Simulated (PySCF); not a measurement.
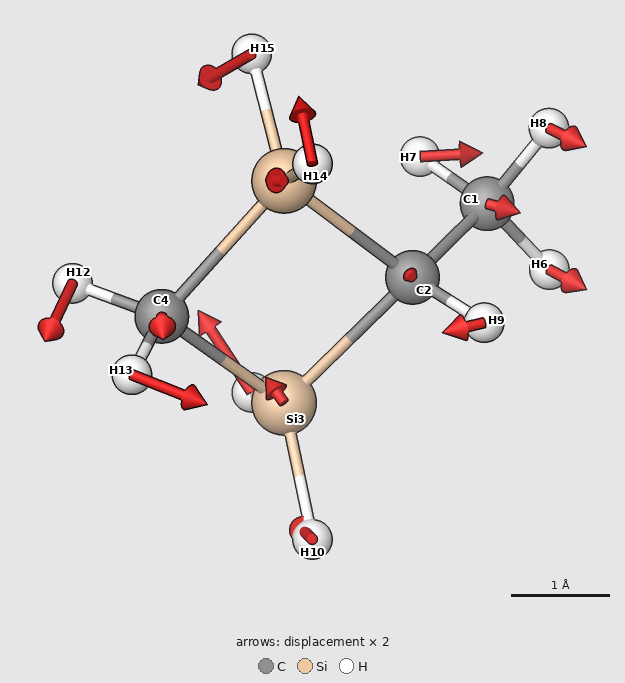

A relaxation of C₃H₁₀Si₂. The starting structure is drawn; red arrows show the displacements, 2 times their true length. The two geometries are superimposed by the best rigid fit.

Style: ball-and-stick. Shown at a tilt.

The start comes from GFN2-xTB.

All numbers below come from PBE0-D3(BJ)/def2-SVP geometry optimisation, gas phase (PySCF). 

**Which element moves most?**

Hydrogen: up to 0.54 Å, against 0.21 Å for carbon.

**Describe the change and its energy.**

Over 13 geometry steps the energy falls by 4.72 kcal/mol. An H atom moves most after the best rigid fit: 0.54 Å. By element the largest moves are H 0.54 Å, C 0.21 Å, Si 0.18 Å. Some distances before and after: H–Si 1.465 → 1.498 Å, C–Si 1.927 → 1.910 Å, C–H 1.093 → 1.108 Å. Among the angles between lasting bonds that change: Si–C–Si 92.5° → 86.7°, Si–C–Si 92.0° → 86.3°, Si–C–H 111.1° → 105.5°.
